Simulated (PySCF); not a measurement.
C$_{3}$H$_{11}$NO$_{2}$Si$_{2}$

Input

```
{"job": {"kind": "nmr", "xc": "PBE0", "basis": "pcSseg-1"}, "charge": 0, "multiplicity": 1}
N     -0.550455    -1.031675     1.404536
Si     0.143483     0.114238     0.328690
C     -1.149973     0.414299    -1.030489
Si    -2.818091     1.061382    -0.418460
C      1.623368    -0.755964    -0.541330
O      2.907956    -0.333875    -0.062367
C      3.047779    -0.228923     1.227033
O      2.202897    -0.422511     2.060020
H      0.034086    -1.368889     2.155084
H     -1.484432    -0.858865     1.740275
H      0.603459     1.425512     0.815587
H     -0.745349     1.125635    -1.749657
H     -1.315018    -0.510513    -1.581992
H     -3.647514     1.453014    -1.563652
H     -3.525431     0.021058     0.334746
H     -2.625460     2.223915     0.451543
H      1.654494    -0.547429    -1.608119
H      1.550954    -1.836821    -0.406164
H      4.083442     0.065663     1.467582
```

Run with:

```sh
OMP_NUM_THREADS=1 python probes_run.py task.json out
```

Geometry: GFN2-xTB.

The calculation used PySCF 2.14.0, PBE0/pcSseg-1, SCF density, gas phase, non-relativistic.

Question: Predict the electron density and electron localisation function between the atoms.

Answer: C–O (1.20 Å): ρ is about 3.3 e/Å³ halfway; the ELF peaks at about 0.85 between the atoms: a multiple bond.
C–O (1.30 Å): ρ at the midpoint is about 2.7 e/Å³; the ELF peaks at about 0.90 between the atoms (a short, strongly polar bond).
C–H (1.09 Å): ρ is about 2.1 e/Å³ halfway; the ELF climbs to about 1 towards the hydrogen, as it does in any bond to H; an ordinary covalent bond to hydrogen.

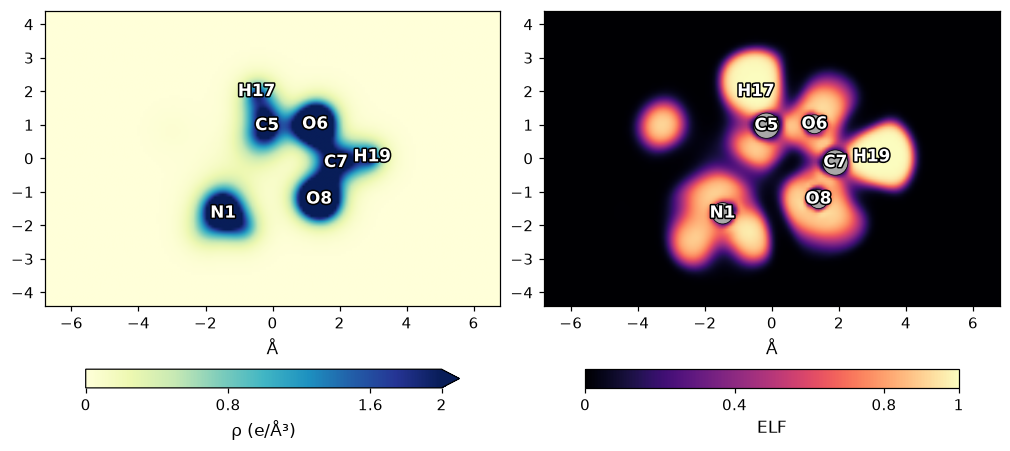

Computed electron density and electron localisation function on the plane of atoms O8, C7 and H19, in this order. Grey discs cover the atomic cores in the ELF map. 
